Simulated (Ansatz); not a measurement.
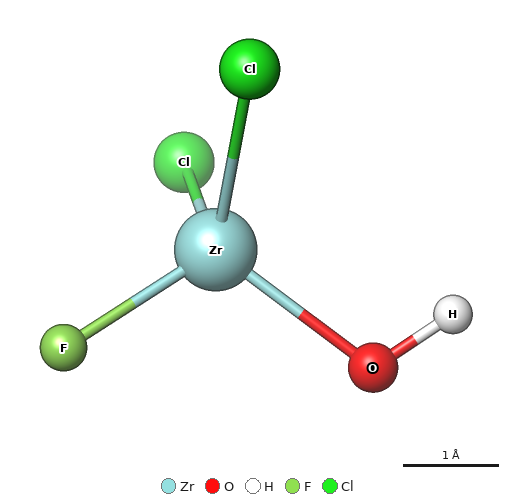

ZrHOCl$_{2}$F, before the relaxation. A ball-and-stick model, seen from a free direction.

The run prepares the start of a later molecular dynamics calculation, from a guessed geometry.

All numbers below come from Ansatz 0.2.0, RKS PBE-D4/def2-SVP.

Input file:
```yaml
crystal:
  periodic: [false, false, false]
  atoms:
    - { symbol: Zr, position_ang: [0.0, 0.0, 0.0] }
    - { symbol: O, position_ang: [0.0, 0.0, 2.07] }
    - { symbol: H, position_ang: [-0.9095, -0.2814, 2.4071] }
    - { symbol: F, position_ang: [1.8671, 0.0, -0.6593] }
    - { symbol: Cl, position_ang: [-1.1869, 2.0563, -0.8392] }
    - { symbol: Cl, position_ang: [-1.1869, -2.0563, -0.8392] }
basis:
  gaussian: { orbitals: def2-SVP }
hamiltonian:
  xc: pbe
  dispersion: d4
relax:
  f_tol: 0.02
  max_steps: 40
```

Run as
```bash
ansatz run input.yaml --threads 1 --pin off --max-ram 2048MiB --backend cpu --events-out ev --progress --plain --runs-dir out
```

### Predict the outcome.

After 9 geometry steps the energy has fallen by 18.7 kcal/mol. Largest force component: 2.4 eV/Å at the start, 0.0045 eV/Å at the end. H3 moves most after the best rigid fit: 0.61 Å. Largest moves by element: H 0.61 Å, O 0.44 Å, Cl 0.24 Å, F 0.23 Å, Zr 0.14 Å. Some distances before and after: Zr1–O2 2.070 → 1.898 Å, Zr1–Cl5 2.518 → 2.360 Å, Zr1–F4 1.980 → 1.906 Å, O2–H3 1.010 → 0.968 Å. Bond angles that change, for instance: Zr1–O2–H3 109.5° → 179.9°.

The structure at the end:

```xyz
6

Zr   -0.1213   -0.0320   -0.0626
O    -0.3435   -0.0981    1.8215
H    -0.4584   -0.1318    2.7818
F     1.7429   -0.0125   -0.4607
Cl   -1.1239    1.9325   -0.9031
Cl   -1.1121   -1.9394   -1.0375
```

The end point in the same view:

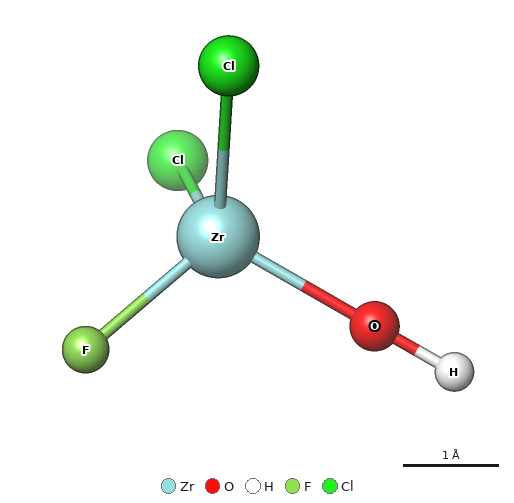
